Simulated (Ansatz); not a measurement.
# Profile along the P–In line in InP (zinc blende)

InP (zinc blende), conventional cell a = 5.9598 Å, b = 5.9598 Å, c = 5.9598 Å, α = 90.00°, β = 90.00°, γ = 90.00°. The calculation uses the primitive cell of 2 atoms, to which meshes and values per cell refer.

Fields along a shortest P–In line of a {110} plane (2.58 Å), from P to In, interpolated on the slice's grid (step about 0.2 Å). These are PBE (plane waves to 420 eV, PAW, scalar-relativistic; Ansatz, a quantum-chemistry and plane-wave program) values and carry that method's errors. k mesh 10×10×10. These are valence fields of a PAW run, semicore shells included where kept as valence: close to a nucleus they are smooth pseudo fields. InP was relaxed with its symmetry unable to fall. The PAW data are Ansatz's earlier set.

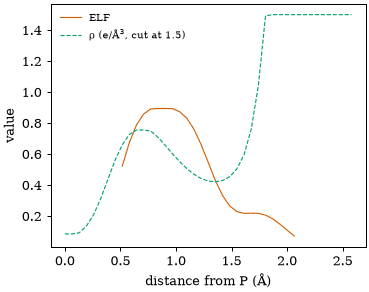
Fig. 1. ELF (away from the nuclei) and valence density from P to In.

Density on the P–In line (2.58 Å) at its density minimum, 1.4 Å from P: 0.42 e/Å³. ELF at that point: 0.43. ELF maximum in the middle third of the P–In line: 0.89, 0.9 Å from P.
